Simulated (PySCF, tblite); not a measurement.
# C5H8F3N: a rotation path, then NMR shifts on frames, part 2 of 2

tblite 0.8.0 and PySCF 2.14.0. Atoms count from 0. Earlier steps stand in the parts before.

### 5 Shielding tensors: image 4, PBE0/pcSseg-1

What the job is given:

```
{"job": {"kind": "nmr", "xc": "PBE0", "basis": "pcSseg-1", "pop": false}, "charge": 0, "multiplicity": 1}
C     -2.522200     0.024200     0.024300
C     -1.027000     0.230200     0.222500
N     -0.328500     0.028500    -1.036700
C      1.137800     0.062200    -1.018100
C      1.724400     0.232800     0.349000
F      1.716300     1.488500     0.842400
C      2.198200    -0.742600     1.114200
F      2.262500    -2.008000     0.719800
F      2.677000    -0.609800     2.342600
H     -3.029800     0.099100     0.982300
H     -2.934100     0.775300    -0.645700
H     -2.708500    -0.959000    -0.397900
H     -0.854100     1.230000     0.654800
H     -0.660800    -0.516700     0.931600
H     -0.684900     0.680400    -1.725600
H      1.519200     0.881300    -1.639200
H      1.507600    -0.884500    -1.431300
```

Level: GIAO PBE0/pcSseg-1 NMR shielding, non-relativistic, gas phase.

Standard output:

```text
coarse grid: 14712 points
cycle   1  E = -548.7559997550  dE =  1.257e+00  |g| = 7.836e-01  |ddm| = 3.629e+00
cycle   2  E = -548.6359477441  dE =  1.201e-01  |g| = 1.167e+00  |ddm| = 1.317e+00
cycle   3  E = -548.8661121869  dE = -2.302e-01  |g| = 9.280e-02  |ddm| = 8.326e-01
cycle   4  E = -548.8673476947  dE = -1.236e-03  |g| = 4.830e-02  |ddm| = 1.070e-01
cycle   5  E = -548.8677928808  dE = -4.452e-04  |g| = 1.205e-02  |ddm| = 4.688e-02
cycle   6  E = -548.8678155345  dE = -2.265e-05  |g| = 4.719e-03  |ddm| = 1.201e-02
cycle   7  E = -548.8678204564  dE = -4.922e-06  |g| = 8.384e-04  |ddm| = 4.111e-03
final grid: 144824 points
cycle   8  E = -548.9367325646  dE = -5.375e-05  |g| = 9.154e-03  |ddm| = 3.427e-02
cycle   9  E = -548.9367205841  dE =  1.198e-05  |g| = 1.229e-02  |ddm| = 1.652e-02
cycle  10  E = -548.9367515794  dE = -3.100e-05  |g| = 1.485e-03  |ddm| = 9.538e-03
cycle  11  E = -548.9367519651  dE = -3.857e-07  |g| = 3.031e-04  |ddm| = 1.185e-03
cycle  12  E = -548.9367519822  dE = -1.706e-08  |g| = 1.349e-04  |ddm| = 3.408e-04
cycle  13  E = -548.9367519859  dE = -3.735e-09  |g| = 3.872e-05  |ddm| = 1.358e-04
cycle  14  E = -548.9367519862  dE = -3.085e-10  |g| = 7.619e-06  |ddm| = 3.548e-05
converged SCF energy = -548.9367519862

GIAO shielding tensors (ppm)
atom      isotropic    diamagn.    paramagn.     s11        s22        s33       span
  0 C      168.726     245.320     -76.594    154.641    163.984    187.554     32.913
  1 C      143.705     247.446    -103.742    125.578    140.341    165.195     39.617
  2 N      223.180     320.392     -97.213    161.191    235.161    273.187    111.996
  3 C      139.132     242.959    -103.827    118.400    134.933    164.064     45.664
  4 C       49.120     254.147    -205.027      9.700     54.455     83.203     73.503
  5 F      349.563     474.137    -124.574    285.438    358.316    404.935    119.497
  6 C       18.312     251.400    -233.088    -47.535     45.123     57.349    104.884
  7 F      292.545     474.766    -182.222    252.529    301.503    323.602     71.073
  8 F      274.939     469.808    -194.869    247.153    286.864    290.800     43.647
  9 H       30.505      28.370       2.135     26.080     27.909     37.526     11.446
 10 H       30.770      29.091       1.679     26.665     28.876     36.769     10.104
 11 H       30.404      29.100       1.305     26.500     28.414     36.299      9.799
 12 H       28.645      32.242      -3.597     23.254     29.490     33.190      9.936
 13 H       28.959      33.075      -4.115     23.354     30.612     32.911      9.557
 14 H       31.769      34.497      -2.728     22.494     32.175     40.638     18.144
 15 H       27.798      28.203      -0.405     22.894     26.897     33.604     10.709
 16 H       27.350      29.252      -1.901     22.281     26.698     33.072     10.791
```

Run time: 41 s. Hardware: 1 thread, shared host.

This run: δ C6 168.6, C4 137.8, C3 47.8, C1 43.2, H16 4.37, H15 3.92 ppm.

### 6 Shielding tensors: image 6, PBE0/pcSseg-1

What the job is given:

```
{"job": {"kind": "nmr", "xc": "PBE0", "basis": "pcSseg-1", "pop": false}, "charge": 0, "multiplicity": 1}
C     -2.543300     0.046900     0.024600
C     -1.085200     0.462600     0.151600
N     -0.299600    -0.164100    -0.900500
C      1.122400     0.159800    -0.912300
C      1.713800     0.109100     0.462500
F      1.610100     1.246300     1.181500
C      2.309500    -0.932800     1.027000
F      2.500400    -2.090100     0.410200
F      2.815500    -0.963300     2.251700
H     -3.104200     0.398700     0.886300
H     -2.992700     0.461600    -0.874900
H     -2.611600    -1.036500    -0.020500
H     -1.005600     1.562700     0.150700
H     -0.699800     0.098300     1.107900
H     -0.695200     0.070400    -1.806200
H      1.338600     1.167000    -1.309200
H      1.619800    -0.584700    -1.541400
```

Method: GIAO PBE0/pcSseg-1 NMR shielding, non-relativistic, gas phase.

Standard output:

```text
coarse grid: 14712 points
cycle   1  E = -548.7609147121  dE =  1.260e+00  |g| = 7.788e-01  |ddm| = 3.623e+00
cycle   2  E = -548.6485053079  dE =  1.124e-01  |g| = 1.148e+00  |ddm| = 1.285e+00
cycle   3  E = -548.8695356954  dE = -2.210e-01  |g| = 9.340e-02  |ddm| = 8.099e-01
cycle   4  E = -548.8707800272  dE = -1.244e-03  |g| = 4.786e-02  |ddm| = 1.077e-01
cycle   5  E = -548.8712181902  dE = -4.382e-04  |g| = 1.171e-02  |ddm| = 4.658e-02
cycle   6  E = -548.8712392501  dE = -2.106e-05  |g| = 4.632e-03  |ddm| = 1.185e-02
cycle   7  E = -548.8712439597  dE = -4.710e-06  |g| = 8.318e-04  |ddm| = 4.051e-03
final grid: 144824 points
cycle   8  E = -548.9411536740  dE = -5.319e-05  |g| = 9.519e-03  |ddm| = 3.018e-02
cycle   9  E = -548.9411400607  dE =  1.361e-05  |g| = 1.296e-02  |ddm| = 1.729e-02
cycle  10  E = -548.9411739932  dE = -3.393e-05  |g| = 1.451e-03  |ddm| = 9.880e-03
cycle  11  E = -548.9411743727  dE = -3.795e-07  |g| = 3.146e-04  |ddm| = 1.189e-03
cycle  12  E = -548.9411743914  dE = -1.866e-08  |g| = 1.331e-04  |ddm| = 3.393e-04
cycle  13  E = -548.9411743949  dE = -3.584e-09  |g| = 3.694e-05  |ddm| = 1.320e-04
cycle  14  E = -548.9411743952  dE = -2.813e-10  |g| = 7.344e-06  |ddm| = 3.475e-05
converged SCF energy = -548.9411743952

GIAO shielding tensors (ppm)
atom      isotropic    diamagn.    paramagn.     s11        s22        s33       span
  0 C      168.868     246.111     -77.243    154.730    163.882    187.992     33.262
  1 C      140.668     246.879    -106.211    123.817    134.721    163.465     39.648
  2 N      207.707     320.298    -112.591    163.395    204.653    255.073     91.678
  3 C      136.650     244.017    -107.367    121.957    128.883    159.109     37.152
  4 C       48.849     252.630    -203.781     10.263     52.719     83.565     73.302
  5 F      347.447     474.575    -127.129    282.242    364.076    396.022    113.780
  6 C       18.397     250.862    -232.465    -46.218     44.516     56.894    103.112
  7 F      291.372     474.167    -182.795    254.928    298.229    320.960     66.032
  8 F      275.077     469.513    -194.435    249.632    282.998    292.603     42.971
  9 H       30.397      28.260       2.137     25.982     27.761     37.449     11.468
 10 H       30.723      29.102       1.621     26.640     28.685     36.843     10.204
 11 H       30.373      29.560       0.813     26.432     28.674     36.015      9.583
 12 H       28.843      31.533      -2.691     24.466     28.514     33.549      9.083
 13 H       28.897      32.613      -3.716     23.366     30.672     32.653      9.287
 14 H       31.794      34.238      -2.444     22.697     32.183     40.503     17.805
 15 H       27.824      28.649      -0.825     22.580     27.215     33.679     11.099
 16 H       27.567      29.317      -1.750     23.602     26.136     32.963      9.361
```

Run time: 39 s. Hardware: 1 thread, shared host.

In short: δ C6 168.5, C4 138.1, C3 50.3, C1 46.3, H16 4.15, H15 3.89 ppm.

### 7 NMR shieldings: image 8, PBE0/pcSseg-1

What the job is given:

```
{"job": {"kind": "nmr", "xc": "PBE0", "basis": "pcSseg-1", "pop": false}, "charge": 0, "multiplicity": 1}
C     -2.562600     0.028500     0.002000
C     -1.149900     0.586000     0.077600
N     -0.252300    -0.230200    -0.724100
C      1.108100     0.272900    -0.784800
C      1.797800     0.075000     0.535700
F      1.803500     1.134000     1.369200
C      2.361400    -1.054900     0.940800
F      2.427400    -2.142000     0.185200
F      2.955100    -1.259900     2.107400
H     -3.225100     0.593200     0.652200
H     -2.942900     0.086700    -1.016000
H     -2.565500    -1.012700     0.312000
H     -1.145700     1.642100    -0.246500
H     -0.797800     0.553800     1.112400
H     -0.625300    -0.320600    -1.663500
H      1.160800     1.350800    -1.020400
H      1.646000    -0.290600    -1.550100
```

With the program's defaults for keys left out, this is: GIAO PBE0/pcSseg-1 NMR shielding, non-relativistic, gas phase.

Standard output:

```text
coarse grid: 14712 points
cycle   1  E = -548.7635534455  dE =  1.258e+00  |g| = 7.734e-01  |ddm| = 3.621e+00
cycle   2  E = -548.6537251354  dE =  1.098e-01  |g| = 1.137e+00  |ddm| = 1.285e+00
cycle   3  E = -548.8702928532  dE = -2.166e-01  |g| = 9.336e-02  |ddm| = 8.071e-01
cycle   4  E = -548.8715334859  dE = -1.241e-03  |g| = 4.843e-02  |ddm| = 1.083e-01
cycle   5  E = -548.8719826268  dE = -4.491e-04  |g| = 1.170e-02  |ddm| = 4.698e-02
cycle   6  E = -548.8720038583  dE = -2.123e-05  |g| = 4.705e-03  |ddm| = 1.192e-02
cycle   7  E = -548.8720087863  dE = -4.928e-06  |g| = 8.207e-04  |ddm| = 4.029e-03
final grid: 144824 points
cycle   8  E = -548.9432571739  dE = -5.401e-05  |g| = 9.940e-03  |ddm| = 2.828e-02
cycle   9  E = -548.9432413877  dE =  1.579e-05  |g| = 1.371e-02  |ddm| = 1.867e-02
cycle  10  E = -548.9432791164  dE = -3.773e-05  |g| = 1.416e-03  |ddm| = 1.066e-02
cycle  11  E = -548.9432794893  dE = -3.729e-07  |g| = 3.107e-04  |ddm| = 1.147e-03
cycle  12  E = -548.9432795072  dE = -1.791e-08  |g| = 1.368e-04  |ddm| = 3.360e-04
cycle  13  E = -548.9432795111  dE = -3.875e-09  |g| = 3.544e-05  |ddm| = 1.331e-04
cycle  14  E = -548.9432795114  dE = -2.610e-10  |g| = 7.426e-06  |ddm| = 3.373e-05
converged SCF energy = -548.9432795114

GIAO shielding tensors (ppm)
atom      isotropic    diamagn.    paramagn.     s11        s22        s33       span
  0 C      168.959     246.373     -77.414    155.184    164.025    187.668     32.483
  1 C      138.588     246.577    -107.989    114.220    135.864    165.679     51.459
  2 N      201.846     321.509    -119.663    164.326    203.938    237.274     72.949
  3 C      134.433     245.698    -111.265    112.970    133.719    156.610     43.641
  4 C       45.477     252.082    -206.605      8.078     45.135     83.219     75.140
  5 F      348.392     473.140    -124.748    281.746    373.015    390.416    108.670
  6 C       18.622     250.419    -231.797    -43.187     41.650     57.404    100.592
  7 F      290.769     474.731    -183.961    254.904    302.695    314.709     59.805
  8 F      276.465     468.925    -192.460    254.073    282.266    293.056     38.983
  9 H       30.404      28.002       2.402     26.091     27.590     37.531     11.440
 10 H       30.750      29.341       1.408     26.744     28.822     36.683      9.940
 11 H       30.298      29.770       0.527     26.175     28.724     35.994      9.819
 12 H       29.042      31.219      -2.177     25.154     28.007     33.967      8.813
 13 H       28.834      32.151      -3.317     23.679     30.379     32.445      8.766
 14 H       31.401      34.966      -3.565     22.601     31.681     39.921     17.320
 15 H       28.205      29.416      -1.211     23.441     27.810     33.363      9.922
 16 H       27.751      29.753      -2.003     23.817     26.671     32.764      8.947
```

It took 40 s on 1 thread, shared host.

Key values: δ C6 168.3, C4 141.4, C3 52.5, C1 48.3, H16 3.97, H15 3.51 ppm.

### 8 Side by side: NMR shifts

Shifts (ppm) of some atoms, chosen among heavy atoms and hydrogens apart, with basis size and wall time:

```
  frame     C4    C3    C1   H16   H13    N2      F5  functions  time
image 0  134.8  51.5  45.8  3.61  2.20  56.1  -196.1        193  51 s
image 2  137.1  49.6  44.6  3.92  2.19  48.6  -195.4        193  40 s
image 4  137.8  47.8  43.2  4.37  2.76  44.5  -178.6        193  41 s
image 6  138.1  50.3  46.3  4.15  2.82  60.0  -176.5        193  39 s
image 8  141.4  52.5  48.3  3.97  2.88  65.9  -177.4        193  40 s
```

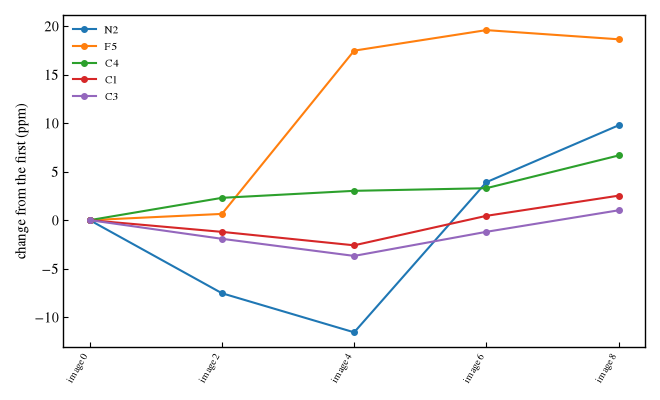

How five of the tabulated atoms move from run to run.

### 9 Outcome

What follows sums up all 2 parts.

| quantity | value |
| --- | --- |
| barrier | 0.250 eV (5.8 kcal/mol) at image 4 |
| end to end (GFN2-xTB) | 0.093 eV |
| 13C shifts against TMS (PBE0/pcSseg-1, image 0) | 167.8, 134.8, 51.5, 45.8, 18.0 ppm |
| 1H shifts against TMS (PBE0/pcSseg-1, image 0) | 4.07, 3.61, 3.07, 2.20, 1.49, 1.28, 0.96, 0.36 ppm |
| 15N shifts against NH3 (PBE0/pcSseg-1, image 0) | 56.1 ppm |
| 19F shifts against CFCl3 (PBE0/pcSseg-1, image 0) | -106.9, -124.5, -196.1 ppm |
| surface potential, 1st and 99th percentile | -1.26 V and 1.30 V |
| range of the shift of N2 | 44.5 to 65.9 ppm |

What this shows: Along the band the dihedral turns by 139°, and the top (dihedral 3°) lies 5.8 kcal/mol above the start (GFN2-xTB, rough), so at room temperature this motion is fast. The top was not checked by a frequency run. Shifts at one fixed geometry are not the observed spectrum, which averages over the motion. In ppm, N2 moves most: its shift spreads over 21.3 ppm, from 44.5 (image 4) to 65.9 (image 8).
